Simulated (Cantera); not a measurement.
A closed system holds: 1 mol PbO, 1.8 mol CO, 11 mol N₂, at 0.0133 bar.

Equilibrium computed with Cantera from the NASA thermochemical tables; the gas is ideal and each condensed phase is pure. Candidate condensed phases: C, Pb, PbO, PbO₂, Pb₃O₄; 27 gas species. Equilibrium is a limit: real reactors are often held back by kinetics, nucleation or transport.

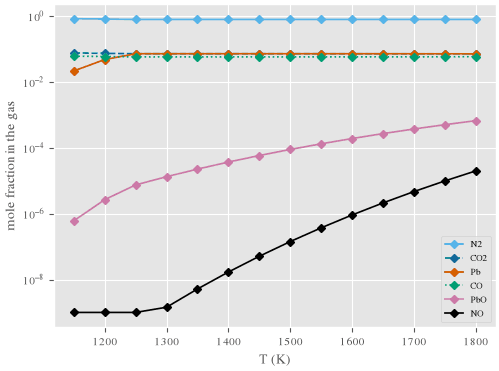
Figure: Equilibrium gas composition (values under 1e-9 drawn at 1e-9)

From 1150 K to 1200 K the condensed part is Pb(l). From 1250 K to 1800 K nothing is condensed. The main Pb-bearing gas is Pb throughout.
